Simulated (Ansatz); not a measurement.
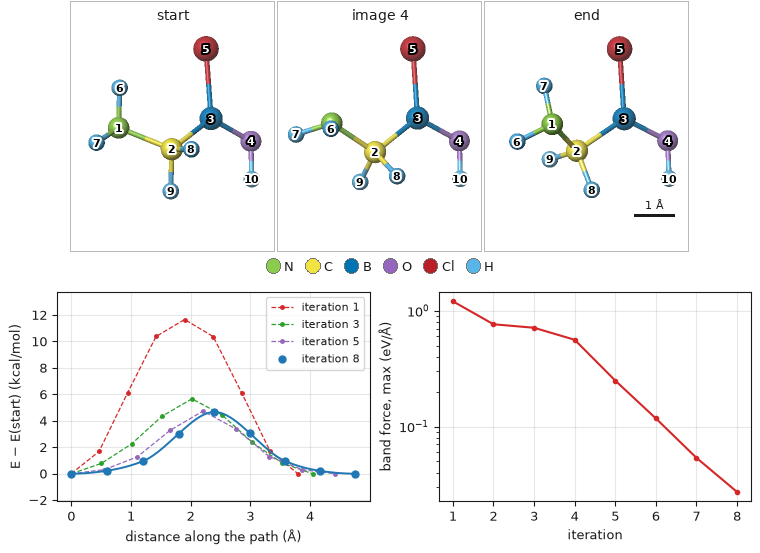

A search for the minimum-energy path of CH₅BClNO by the nudged elastic band. Images are numbered from 0 (start) to 8 (end). The plot follows the band through its iterations. A ball-and-stick model, seen from a free direction.

Theory: RKS CAM-B3LYP-D4/def2-SVP (Ansatz 0.2.0). Settings: 7 movable images; climbing image; force threshold 0.05 eV/Å; iteration limit 60; starting path by image-dependent pair potential.

Judge this run.

Answer. The result is final at these settings. The band converged in 8 iterations. The largest component of the band force went from 1.2 to 0.027 eV/Å. The climbing image converged on the top of the path. Its vibrational analysis gives one imaginary mode (336i cm⁻¹), as a transition state must have. The first iteration put the highest image at 11.66 kcal/mol. The barrier is about 4.67 kcal/mol in both directions, with image 4 at the top; the ends have the same energy.

The run took 2.3 min on 2 threads of Arm Neoverse V2 (shared host), peak memory 0.25 GiB.
